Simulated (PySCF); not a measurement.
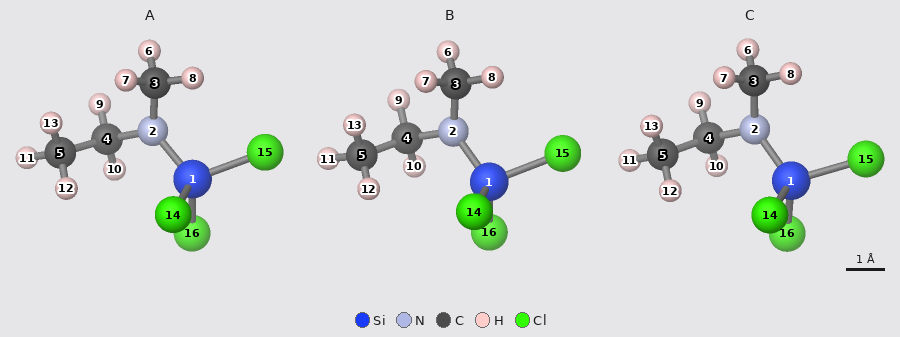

3 geometries from one relaxation of C3H8Cl3NSi, in shuffled order. The picture is a ball-and-stick view, seen at a tilt.

The start comes from GFN2-xTB. Its atoms were then displaced at random by about 0.03 Å.

Level of theory: PBE0-D3(BJ)/def2-SVP geometry optimisation, gas phase (PySCF 2.14.0, density-fitted response routines). 

Put them in the order of the run, from the start to the converged end.

Answer. B, C, A. They are steps 0, 2, 9, at +23.4 kcal/mol, +1.73 kcal/mol relative to the last. The atom that moves furthest after the best rigid fit is Si1 (0.14 Å). Largest moves by element: Si 0.14 Å, H 0.13 Å, Cl 0.11 Å, C 0.10 Å, N 0.02 Å. Among the contacts that change: Si1–Cl14 1.907 → 2.061 Å, C4–H9 1.203 → 1.105 Å, C3–H7 1.181 → 1.105 Å, Si1–Cl16 1.979 → 2.048 Å. Among the angles between lasting bonds that change: C4–C5–H13 103.5° → 111.9°, H7–C3–H8 101.5° → 107.8°, N2–C4–C5 120.7° → 114.5°. The energy falls by 23.4 kcal/mol in 9 geometry steps. Cost: 5 min on 1 thread of AMD EPYC, on a shared host.
